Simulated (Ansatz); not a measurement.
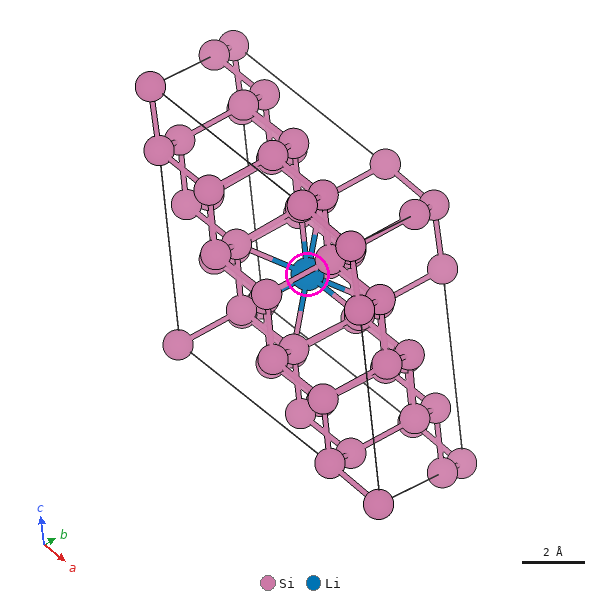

Crystal structure, ball-and-stick style, seen slightly off an axis. The supercell is drawn as a box. The host is Si, in a cell of 32 sites, and the cell is neutral. A ring marks the defect's site.

Question: Where does the cell differ from the host, and how?

Answer: An interstitial lithium atom. It is bonded to ten Si at about 2.4 to 2.7 Å.

Method used: Ansatz 0.2.0, DFT PBE, scalar-relativistic, plane waves, PAW. It ran with wavefunction cutoff 420 eV, k-points on a 2×2×2 grid, Gaussian smearing of 0.01 eV, collinear spins.

Question: Is the defect magnetic?

Answer: Yes, 0.5 μB in the cell.

The atoms were relaxed in the host's cell with Ansatz, DFT PBE, scalar-relativistic, plane waves, PAW.
